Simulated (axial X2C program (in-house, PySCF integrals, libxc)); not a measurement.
# Linear HPH at several levels

How do method and spin–orbit coupling move the bonds and stretches of HPH, held linear?

Program: an in-house X2C program for linear molecules on PySCF integrals. Level of theory: all-electron X2C, two-component (2c) or spin-free, H dyall-v3z, P dyall-v3z. These are calculated values, not measurements.

All values are calculated.

2 further runs of the same task are left out: 2 set aside as unsound or not needed.

## (1) The job

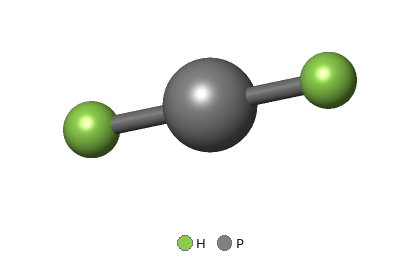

The atoms on one line, bonds 1.430 and 1.430 Å (hydrogen green, phosphorus grey).

Contents of task.json:

```json
{"zs": [1, 15, 1], "q": 0, "bas": ["dyall-v3z", "dyall-v3z", "dyall-v3z"], "r0": [1.43, 1.43], "symm": 1, "scan": ["PBE0", "HF", "BHandHLYP"], "levels": ["PBE0", "HF", "B3LYP"], "nst": 2}
```

Keys: zs atomic numbers; q charge; bas basis sets; r0 starting distance in Å; symm equal bonds; scan levels of the two-bond scan (MP2 follows by itself at each HF point); levels methods; nst determinants followed.

Started as:

```sh
$ python solin.py task.json out
```

Masses H 1.008, P 30.974, H 1.008 u.

## (2) Scan at PBE0, 2c

State: Ω = 3/2 (beyond evenly filled blocks: ω = 3/2). Energies above the lowest point, from the job's result record:

```
r(H–P) (Å)  r(P–H) (Å)  E (meV)
    1.3484      1.3484    28.66
    1.3484      1.3830    14.68
    1.3484      1.4176    30.71
    1.3830      1.3484    14.68
    1.3830      1.3830     0.00
    1.3830      1.4176    15.32
    1.3830      1.4522    56.01
    1.4176      1.3484    30.71
    1.4176      1.3830    15.32
    1.4176      1.4176    29.90
    1.4522      1.3830    56.01
    1.4522      1.4522   108.98
```

A quadratic surface with cubic terms in each bond gives the minimum at 1.382 and 1.382 Å, force constants 4.04, 4.04 and coupling -0.10 mdyn/Å.

## (3) Scan at HF, 2c

State: Ω = 3/2 (beyond evenly filled blocks: ω = 3/2). Energies above the lowest point, from the job's result record:

```
r(H–P) (Å)  r(P–H) (Å)  E (meV)
    1.3484      1.3484     9.66
    1.3484      1.3830     5.11
    1.3484      1.4176    31.14
    1.3830      1.3484     5.11
    1.3830      1.3830     0.00
    1.3830      1.4176    25.45
    1.3830      1.4522    76.72
    1.4176      1.3484    31.14
    1.4176      1.3830    25.45
    1.4176      1.4176    50.32
    1.4522      1.3830    76.72
    1.4522      1.4522   151.12
```

A quadratic surface with cubic terms in each bond gives the minimum at 1.371 and 1.371 Å, force constants 4.32, 4.32 and coupling -0.08 mdyn/Å.

## (4) Scan at BHandHLYP, 2c

State: Ω = 3/2 (beyond evenly filled blocks: ω = 3/2). Energies above the lowest point, from the job's result record:

```
r(H–P) (Å)  r(P–H) (Å)  E (meV)
    1.3484      1.3484     8.65
    1.3484      1.3830     4.68
    1.3484      1.4176    30.42
    1.3830      1.3484     4.68
    1.3830      1.3830     0.00
    1.3830      1.4176    25.00
    1.3830      1.4522    75.05
    1.4176      1.3484    30.42
    1.4176      1.3830    25.00
    1.4176      1.4176    49.24
    1.4522      1.3830    75.05
    1.4522      1.4522   146.99
```

A quadratic surface with cubic terms in each bond gives the minimum at 1.370 and 1.370 Å, force constants 4.2, 4.2 and coupling -0.10 mdyn/Å.

## (5) Comparison

| level | r(H–P) (Å) | r(P–H) (Å) | lower stretch (cm⁻¹) | upper stretch (cm⁻¹) |
| --- | --- | --- | --- | --- |
| PBE0, 2c | 1.382 | 1.382 | 2574.7 | 2723.0 |
| HF, 2c | 1.371 | 1.371 | 2671.7 | 2807.0 |
| BHandHLYP, 2c | 1.370 | 1.370 | 2626.4 | 2776.9 |
| MP2, 2c | 1.376 | 1.376 | 2611.0 | 2776.9 |
| PBE0, spin-free | 1.382 | 1.382 | 2575.1 | 2723.4 |
| HF, spin-free | 1.371 | 1.371 | 2672.0 | 2807.3 |
| BHandHLYP, spin-free | 1.370 | 1.370 | 2626.7 | 2777.3 |
| MP2, spin-free | 1.375 | 1.375 | 2611.3 | 2777.3 |

Scans not shown above were run alike.

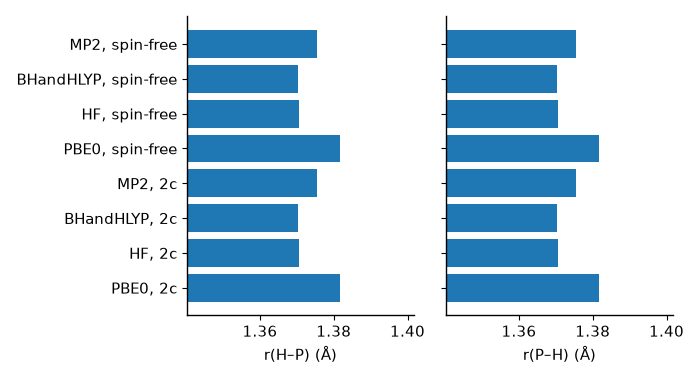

The two bond lengths by level.

**Reading.** Over the levels the H–P bond spans 1.370 to 1.382 Å and the P–H bond 1.370 to 1.382 Å. At PBE0 spin–orbit coupling leaves both bonds unchanged to 0.001 Å. Each state is one determinant, the lowest of a limited PBE0 search; the stretches come from a fit to few points and are good to some per cent at best. The stretches are sorted by size, and where the two bonds are alike the symmetric and antisymmetric modes can swap order between levels. MP2 freezes inner shells (threshold -2 hartree). The molecule was held linear; bending was not examined, so a bent shape may lie lower. Note: functional without a current term on a determinant with orbital currents, of the molecule or an atom.
